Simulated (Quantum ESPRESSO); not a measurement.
# ordered Ga(1-x)In(x)P in the cubic cell, stepped through the share x of In, part 6 of 7

Aim: how the results for ordered Ga(1-x)In(x)P in the cubic cell change with the share x of In.

Quantum ESPRESSO 7.5; plane-wave DFT, LDA, GBRV ultrasoft pseudopotentials.

So far. Step 5 (Relaxing cell and ions, 0.25):  The last row is no step: it is a fresh SCF in the final cell with a new plane-wave basis, +2 meV from the row before. Step 8 (Variable-cell relaxation, 0.5):  The last row is no step: it is a fresh SCF in the final cell with a new plane-wave basis, +2 meV from the row before.

### Step 11. Relaxing cell and ions, 0.75

System of this step: Ga(1-x)In(x)P, x = 3/4, cubic cell. Symmetry: P-43m, No. 215, cubic system. Conventional cell: a = 5.742 Å, b = 5.742 Å, c = 5.742 Å, α = 90.00°, β = 90.00°, γ = 90.00°. Nearest to In lie 4 P at 2.49 Å. Nearest to Ga lie 4 P at 2.49 Å. P has 3 In at 2.49 Å and 1 Ga at 2.49 Å nearest. Farther neighbours are not listed.

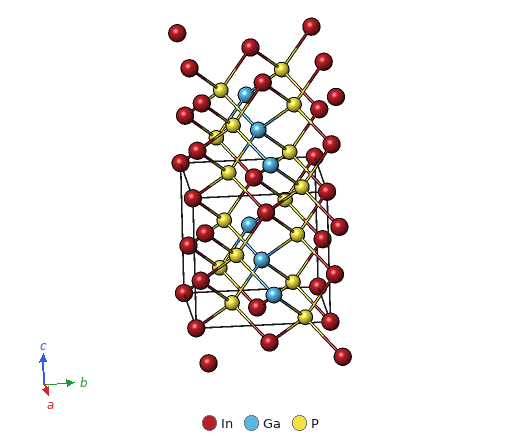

The cell of this step (indium red, gallium blue, phosphorus yellow). Bonds to atoms that aren't drawn are left out. 2×1×2 cells are drawn. Some periodic images of atoms are drawn too.

m3.relax.in reads:

```
&control
  prefix = 'm3.relax'
  outdir = './out'
  pseudo_dir = './pseudo'
  nstep = 60
  forc_conv_thr = 0.0004
  calculation = 'vc-relax'
/
&system
  ibrav = 0
  nat = 8
  ntyp = 3
  ecutwfc = 50
  ecutrho = 250
  occupations = 'fixed'
/
&electrons
  conv_thr = 1e-10
  mixing_beta = 0.6
  electron_maxstep = 120
/
&ions
/
&cell
  cell_dofree = 'xyz'
  press_conv_thr = 0.3
/
ATOMIC_SPECIES
  In  114.8180  in_lda_v1.4.uspp.F.UPF
  Ga  69.7230  ga_lda_v1.4.uspp.F.UPF
  P   30.9738  p_lda_v1.5.uspp.F.UPF
CELL_PARAMETERS angstrom
  5.74224500000000 0.00000000000000 0.00000000000000
  0.00000000000000 5.74224500000000 0.00000000000000
  0.00000000000000 0.00000000000000 5.74224500000000
ATOMIC_POSITIONS crystal
  In  0.000000000000 0.000000000000 0.000000000000
  In  0.500000000000 0.500000000000 0.000000000000
  In  0.500000000000 0.000000000000 0.500000000000
  Ga  0.000000000000 0.500000000000 0.500000000000
  P   0.250000000000 0.250000000000 0.250000000000
  P   0.750000000000 0.750000000000 0.250000000000
  P   0.750000000000 0.250000000000 0.750000000000
  P   0.250000000000 0.750000000000 0.750000000000
K_POINTS automatic
  4 4 4 0 0 0
```

On the command line:

```bash
OMP_NUM_THREADS=1 mpirun -n 4 pw.x -nk 4 -in m3.relax.in > m3.relax.out
```

The program printed:

```text
[banner, memory and clock lines left out]
Program PWSCF v.7.5 starts
[...]
Message from routine setup:
[...]
number of electrons       =        78.00
     number of Kohn-Sham states=           39
     kinetic-energy cutoff     =      50.0000  Ry
     charge density cutoff     =     250.0000  Ry
[...]
number of k points=    10
[...]
Dense  grid:    85159 G-vectors     FFT dimensions: (  60,  60,  60)
[...]
Starting wfcs are   55 randomized atomic wfcs
[...]
estimated scf accuracy    <     134.93418227 Ry
[...]
estimated scf accuracy    <     411.69987270 Ry
[...]
estimated scf accuracy    <      58.37172870 Ry
[...]
estimated scf accuracy    <       6.31229212 Ry
[...]
estimated scf accuracy    <       2.71390011 Ry
[...]
estimated scf accuracy    <       1.04087669 Ry
[...]
estimated scf accuracy    <       0.06729402 Ry
[...]
estimated scf accuracy    <       0.01833144 Ry
[...]
estimated scf accuracy    <       0.00802703 Ry
[...]
estimated scf accuracy    <       0.00263828 Ry
[...]
estimated scf accuracy    <       0.00056255 Ry
[...]
estimated scf accuracy    <       0.00057382 Ry
[...]
estimated scf accuracy    <       0.00001841 Ry
[...]
estimated scf accuracy    <       0.00001714 Ry
[...]
estimated scf accuracy    <       0.00000707 Ry
[...]
estimated scf accuracy    <       0.00000131 Ry
[...]
estimated scf accuracy    <       0.00000001 Ry
[...]
estimated scf accuracy    <       0.00000001 Ry
[...]
estimated scf accuracy    <          4.9E-09 Ry
[...]
estimated scf accuracy    <          1.2E-10 Ry
[...]
estimated scf accuracy    <          1.3E-10 Ry
[...]
highest occupied level (ev):     7.0547
!    total energy              =    -876.68891867 Ry
     estimated scf accuracy    <          6.4E-12 Ry
[...]
one-electron contribution =    -583.74665987 Ry
     hartree contribution      =     336.27579479 Ry
     xc contribution           =    -183.15442686 Ry
     ewald contribution        =    -446.06362673 Ry
     convergence has been achieved in  22 iterations
[...]
Total force =     0.088280     Total SCF correction =     0.000005
[...]
estimated scf accuracy    <       0.00030656 Ry
[...]
estimated scf accuracy    <       0.00019903 Ry
[...]
estimated scf accuracy    <       0.00000518 Ry
[...]
estimated scf accuracy    <       0.00000169 Ry
[...]
estimated scf accuracy    <       0.00000010 Ry
[...]
estimated scf accuracy    <          4.6E-09 Ry
[...]
estimated scf accuracy    <          6.1E-10 Ry
[...]
highest occupied level (ev):     7.0752
!    total energy              =    -876.69603870 Ry
     estimated scf accuracy    <          1.1E-11 Ry
[...]
one-electron contribution =    -584.08767967 Ry
     hartree contribution      =     336.51384958 Ry
     xc contribution           =    -183.15849634 Ry
     ewald contribution        =    -445.96371227 Ry
     convergence has been achieved in   8 iterations
[...]
Total force =     0.071559     Total SCF correction =     0.000003
[...]
WARNING: bfgs curvature condition failed, Theta= 0.984
[...]
estimated scf accuracy    <       0.00077144 Ry
[...]
estimated scf accuracy    <       0.00047490 Ry
[...]
estimated scf accuracy    <       0.00001123 Ry
[...]
estimated scf accuracy    <       0.00000552 Ry
[...]
estimated scf accuracy    <       0.00000053 Ry
[...]
estimated scf accuracy    <       0.00000002 Ry
[...]
estimated scf accuracy    <          8.1E-09 Ry
[...]
estimated scf accuracy    <          5.8E-11 Ry
[...]
estimated scf accuracy    <          6.9E-11 Ry
[...]
highest occupied level (ev):     7.1220
!    total energy              =    -876.70390022 Ry
     estimated scf accuracy    <          4.1E-12 Ry
[...]
one-electron contribution =    -584.37645087 Ry
     hartree contribution      =     336.80515542 Ry
     xc contribution           =    -183.17261033 Ry
     ewald contribution        =    -445.95999444 Ry
     convergence has been achieved in  10 iterations
[...]
Total force =     0.044486     Total SCF correction =     0.000004
[...]
estimated scf accuracy    <       0.00198365 Ry
[...]
estimated scf accuracy    <       0.00130719 Ry
[...]
estimated scf accuracy    <       0.00002768 Ry
[...]
estimated scf accuracy    <       0.00001576 Ry
[...]
estimated scf accuracy    <       0.00000141 Ry
[...]
estimated scf accuracy    <       0.00000009 Ry
[...]
estimated scf accuracy    <       0.00000001 Ry
[...]
estimated scf accuracy    <          5.4E-10 Ry
[...]
estimated scf accuracy    <          4.3E-11 Ry
[...]
highest occupied level (ev):     7.2056
!    total energy              =    -876.70840569 Ry
     estimated scf accuracy    <          2.7E-12 Ry
[...]
one-electron contribution =    -584.72831576 Ry
     hartree contribution      =     337.24742387 Ry
     xc contribution           =    -183.20434567 Ry
     ewald contribution        =    -446.02316812 Ry
     convergence has been achieved in  10 iterations
[...]
Total force =     0.001993     Total SCF correction =     0.000002
[...]
estimated scf accuracy    <       0.00000294 Ry
[...]
estimated scf accuracy    <       0.00000190 Ry
[...]
estimated scf accuracy    <       0.00000004 Ry
[...]
estimated scf accuracy    <       0.00000002 Ry
[...]
estimated scf accuracy    <          1.9E-09 Ry
[...]
estimated scf accuracy    <          5.9E-11 Ry
[...]
estimated scf accuracy    <          1.3E-11 Ry
[...]
highest occupied level (ev):     7.2069
!    total energy              =    -876.70841136 Ry
     estimated scf accuracy    <          9.3E-14 Ry
[...]
one-electron contribution =    -584.62634817 Ry
     hartree contribution      =     337.19767937 Ry
     xc contribution           =    -183.20465128 Ry
     ewald contribution        =    -446.07509128 Ry
     convergence has been achieved in   8 iterations
[...]
Total force =     0.000007     Total SCF correction =     0.000000
[...]
estimated scf accuracy    <       0.00000004 Ry
[...]
estimated scf accuracy    <       0.00000001 Ry
[...]
estimated scf accuracy    <          3.5E-10 Ry
[...]
estimated scf accuracy    <          4.4E-11 Ry
[...]
estimated scf accuracy    <          3.0E-12 Ry
[...]
highest occupied level (ev):     7.2101
!    total energy              =    -876.70841208 Ry
     estimated scf accuracy    <          3.9E-13 Ry
[...]
one-electron contribution =    -584.56813206 Ry
     hartree contribution      =     337.17676624 Ry
     xc contribution           =    -183.20581208 Ry
     ewald contribution        =    -446.11123418 Ry
     convergence has been achieved in   6 iterations
[...]
Total force =     0.000006     Total SCF correction =     0.000001
[...]
number of electrons       =        78.00
     number of Kohn-Sham states=           39
     kinetic-energy cutoff     =      50.0000  Ry
     charge density cutoff     =     250.0000  Ry
[...]
number of k points=    10
[...]
Dense  grid:    84127 G-vectors     FFT dimensions: (  60,  60,  60)
[...]
Starting wfcs are   55 randomized atomic wfcs
[...]
estimated scf accuracy    <     133.36977207 Ry
[...]
estimated scf accuracy    <     391.20267774 Ry
[...]
estimated scf accuracy    <      57.59013070 Ry
[...]
estimated scf accuracy    <       5.74274920 Ry
[...]
estimated scf accuracy    <       2.49002819 Ry
[...]
estimated scf accuracy    <       1.18878006 Ry
[...]
estimated scf accuracy    <       0.18826453 Ry
[...]
estimated scf accuracy    <       0.00648659 Ry
[...]
estimated scf accuracy    <       0.00474071 Ry
[...]
estimated scf accuracy    <       0.00338206 Ry
[...]
estimated scf accuracy    <       0.00049503 Ry
[...]
estimated scf accuracy    <       0.00068280 Ry
[...]
estimated scf accuracy    <       0.00069886 Ry
[...]
estimated scf accuracy    <       0.00047214 Ry
[...]
estimated scf accuracy    <       0.00024657 Ry
[...]
estimated scf accuracy    <       0.00010220 Ry
[...]
estimated scf accuracy    <       0.00005824 Ry
[...]
estimated scf accuracy    <       0.00004864 Ry
[...]
estimated scf accuracy    <       0.00000465 Ry
[...]
estimated scf accuracy    <       0.00000094 Ry
[...]
estimated scf accuracy    <       0.00000041 Ry
[...]
estimated scf accuracy    <          7.5E-09 Ry
[...]
estimated scf accuracy    <          3.9E-09 Ry
[...]
estimated scf accuracy    <          1.7E-10 Ry
[...]
estimated scf accuracy    <          3.4E-11 Ry
[...]
estimated scf accuracy    <          1.0E-11 Ry
[...]
highest occupied level (ev):     7.2101
!    total energy              =    -876.70830116 Ry
     estimated scf accuracy    <          1.7E-13 Ry
[...]
one-electron contribution =    -584.56796562 Ry
     hartree contribution      =     337.17668701 Ry
     xc contribution           =    -183.20578836 Ry
     ewald contribution        =    -446.11123418 Ry
     convergence has been achieved in  27 iterations
[...]
Total force =     0.000007     Total SCF correction =     0.000001
[...]
```

It took 4.5 min on 4 MPI ranks of Arm Neoverse V1, shared host; peak memory 0.82 GiB.

Relaxation path:

| step | energy less that of the first step (eV) | largest force (eV/Å) | volume (Å³) |
| --- | --- | --- | --- |
| 1 | 0.0000 | 1.1349 | 189.34 |
| 2 | -0.0969 | 0.9199 | 188.98 |
| 3 | -0.2038 | 0.5719 | 188.17 |
| 4 | -0.2651 | 0.0256 | 186.67 |
| 5 | -0.2652 | 0.0001 | 186.67 |
| 6 | -0.2652 | 0.0001 | 186.62 |
| 7 | -0.2637 | 0.0001 | 186.62 |

| conventional cell, symmetrised | before | after | change |
| --- | --- | --- | --- |
| a (Å) | 5.742 | 5.715 | -0.5 % |
| b (Å) | 5.742 | 5.715 | -0.5 % |
| c (Å) | 5.742 | 5.715 | -0.5 % |
| volume (Å³/atom) | 23.67 | 23.33 | -1.4 % |

The atoms that moved most (Å, as changes of fractional coordinates times the final cell):

| atom | dx | dy | dz | length |
| --- | --- | --- | --- | --- |
| P8 | -0.063 | -0.063 | -0.063 | 0.108 |
| P7 | 0.063 | 0.063 | -0.063 | 0.108 |
| P6 | 0.063 | -0.063 | 0.063 | 0.108 |
| P5 | -0.063 | 0.063 | 0.063 | 0.108 |

 The last row is no step: it is a fresh SCF in the final cell with a new plane-wave basis, +2 meV from the row before.

This step gave:

```
free energy                    : -11928.2241 eV
valence top, on the run's zero : 7.210 eV
```

### Step 12. Ground state, 0.75

m3.scf.in reads:

```
&control
  prefix = 'm3.scf'
  outdir = './out'
  pseudo_dir = './pseudo'
  calculation = 'scf'
  tprnfor = .true.
/
&system
  ibrav = 0
  nat = 8
  ntyp = 3
  ecutwfc = 40
  ecutrho = 200
  occupations = 'fixed'
  nbnd = 43
/
&electrons
  conv_thr = 1e-09
  mixing_beta = 0.6
  electron_maxstep = 120
/
ATOMIC_SPECIES
  In  114.8180  in_lda_v1.4.uspp.F.UPF
  Ga  69.7230  ga_lda_v1.4.uspp.F.UPF
  P   30.9738  p_lda_v1.5.uspp.F.UPF
CELL_PARAMETERS angstrom
  5.71463949900000 0.00000000000000 0.00000000000000
  0.00000000000000 5.71463949900000 0.00000000000000
  0.00000000000000 0.00000000000000 5.71463949900000
ATOMIC_POSITIONS crystal
  In  0.000000000000 0.000000000000 0.000000000000
  In  0.500000000000 0.500000000000 0.000000000000
  In  0.500000000000 0.000000000000 0.500000000000
  Ga  0.000000000000 0.500000000000 0.500000000000
  P   0.239050308700 0.260949691300 0.260949691300
  P   0.760949691300 0.739050308700 0.260949691300
  P   0.760949691300 0.260949691300 0.739050308700
  P   0.239050308700 0.739050308700 0.739050308700
K_POINTS automatic
  6 6 6 0 0 0
```

On the command line:

```bash
OMP_NUM_THREADS=1 mpirun -n 4 pw.x -nk 4 -in m3.scf.in > m3.scf.out
```

The program printed:

```text
[banner, memory and clock lines left out]
Program PWSCF v.7.5 starts
[...]
Message from routine setup:
[...]
number of electrons       =        78.00
     number of Kohn-Sham states=           43
     kinetic-energy cutoff     =      40.0000  Ry
     charge density cutoff     =     200.0000  Ry
[...]
number of k points=    20
[...]
Dense  grid:    60245 G-vectors     FFT dimensions: (  50,  50,  50)
[...]
Starting wfcs are   55 randomized atomic wfcs
[...]
estimated scf accuracy    <     134.15997507 Ry
[...]
estimated scf accuracy    <     429.25999060 Ry
[...]
estimated scf accuracy    <      57.82446732 Ry
[...]
estimated scf accuracy    <       5.38632343 Ry
[...]
estimated scf accuracy    <       2.53107887 Ry
[...]
estimated scf accuracy    <       1.75237413 Ry
[...]
estimated scf accuracy    <       0.39225984 Ry
[...]
estimated scf accuracy    <       0.04380916 Ry
[...]
estimated scf accuracy    <       0.01184423 Ry
[...]
estimated scf accuracy    <       0.00069161 Ry
[...]
estimated scf accuracy    <       0.00043017 Ry
[...]
estimated scf accuracy    <       0.00021806 Ry
[...]
estimated scf accuracy    <       0.00000991 Ry
[...]
estimated scf accuracy    <       0.00000056 Ry
[...]
estimated scf accuracy    <       0.00000032 Ry
[...]
estimated scf accuracy    <       0.00000002 Ry
[...]
estimated scf accuracy    <          3.4E-09 Ry
[...]
highest occupied, lowest unoccupied level (ev):     7.2089    7.9876
!    total energy              =    -876.69537934 Ry
     estimated scf accuracy    <          2.3E-11 Ry
[...]
one-electron contribution =    -584.55323050 Ry
     hartree contribution      =     337.17337565 Ry
     xc contribution           =    -183.20429030 Ry
     ewald contribution        =    -446.11123418 Ry
     convergence has been achieved in  18 iterations
[...]
Total force =     0.000054     Total SCF correction =     0.000005
[...]
```

Wall time 58 s (4 MPI ranks); peak memory 0.59 GiB.

This step gave:

| Item | Value |
| --- | --- |
| free energy | -11928.0483 eV |
| valence top, on the run's zero | 7.209 eV |
| conduction bottom, on the run's zero | 7.988 eV |
| gap by band count | 0.7788 eV |

### Step 13. Complex bands with pwcond.x, 0.75

m3.cbs.in reads:

```
&inputcond
  outdir = './out'
  prefixl = 'm3.scf'
  band_file = 'm3.cbs'
  ikind = 0
  ewind = 4.0
  epsproj = 1e-05
  nz1 = 7
  energy0 = 3.5
  denergy = -0.1
/
3
  0.00000000 0.00000000 1.00000000
  0.50000000 0.00000000 1.00000000
  0.50000000 0.50000000 1.00000000
46
```

On the command line:

```bash
OMP_NUM_THREADS=1 mpirun -n 4 pwcond.x -in m3.cbs.in > m3.cbs.out
```

The program printed:

```text
[banner, memory and clock lines left out]
Program PWCOND v.7.5 starts

          URL

     ./out/m3.scf.save/

     IMPORTANT: XC functional enforced from input :
     Exchange-correlation= PZ
                           (   1   1   0   0   0   0   0)
     Any further DFT definition will be discarded
     Please, verify this is what you really want

     Reading collected, re-writing distributed wavefunctions

===== INPUT FILE containing the left lead =====

     GEOMETRY:

     lattice parameter (alat)  =      10.7991  a.u.
     the volume                =    1259.3983 (a.u.)^3
[...]
0.3334041   0.0000000  -1.0000000
   0.4063274   0.0000000  -1.0000000
   0.4390357  -0.0000000  -1.0000000
   0.4390357  -0.0000000  -1.0000000
 Left moving states:
   k1(2pi/a)   k2(2pi/a)   E-Ef (eV)
  -0.3334041   0.0000000  -1.0000000
  -0.4063274   0.0000000  -1.0000000
  -0.4390357   0.0000000  -1.0000000
  -0.4390357   0.0000000  -1.0000000

Note: The following floating-point exceptions are signalling: IEEE_UNDERFLOW_FLAG
Note: The following floating-point exceptions are signalling: IEEE_UNDERFLOW_FLAG
Note: The following floating-point exceptions are signalling: IEEE_UNDERFLOW_FLAG
Note: The following floating-point exceptions are signalling: IEEE_UNDERFLOW_FLAG
```

Run time: 39 min. Hardware: 4 MPI ranks; peak memory 0.79 GiB; 2.6 h of CPU time.

K across = (0, 0) in the cell's reciprocal vectors; values within 0.0025 1/Å of each other count once, columns are sorted by size at each energy, a dash where no further value was kept. Im kz of the slowest decaying states against energy, zero at the highest filled level of the SCF mesh:

| energy (eV) | decay 1 (Å⁻¹) | decay 2 (Å⁻¹) | decay 3 (Å⁻¹) |
| --- | --- | --- | --- |
| -1.0000 | 0.289 | 0.338 | 0.821 |
| -0.8000 | 0.289 | 0.293 | 0.34 |
| -0.5000 | 0.283 | 0.295 | 0.34 |
| -0.3000 | 0.275 | 0.293 | 0.337 |
| 0.0000 | 0.005 | 0.011 | 0.256 |
| 0.2000 | 0.049 | 0.161 | 0.231 |
| 0.5000 | 0.054 | 0.22 | 0.264 |
| 0.7000 | 0.034 | 0.225 | 0.25 |
| 1.0000 | 0.222 | 0.225 | 0.268 |
| 1.2000 | 0.172 | 0.203 | 0.247 |
| 1.5000 | 0.08 | 0.16 | 0.191 |
| 1.7000 | 0.119 | 0.157 | 0.17 |
| 2.0000 | 0.128 | 0.284 | 1.22 |
| 2.2000 | 0.008 | 0.051 | 0.282 |
| 2.5000 | 0.273 | 1.18 | 1.45 |
| 2.7000 | 0.063 | 0.263 | 1.16 |
| 3.0000 | 0.24 | 1.14 | 1.41 |
| 3.2000 | 0.015 | 0.103 | 0.22 |
| 3.5000 | 0.132 | 0.178 | 1.10 |

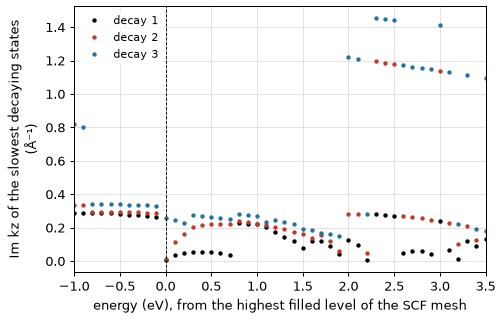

Im kz of the slowest decaying states against energy.

(Part 6 of 7 ends here.)

[Logs are printed without paths, hosts, clocks, repeated set-up lines and the standing remarks that a program may print on its own settings, such as how far it seeks lower states.]

[Hosts, paths, dates, database ids (printed as entryN), source tags and the programs' standing remarks are cut or masked in the printed files.]

[Maps of the electrostatic potential energy from Ansatz leave out the sawtooth potential of an applied field or a dipole correction, so their vacuum need not be flat; planar profiles and work functions include it.]
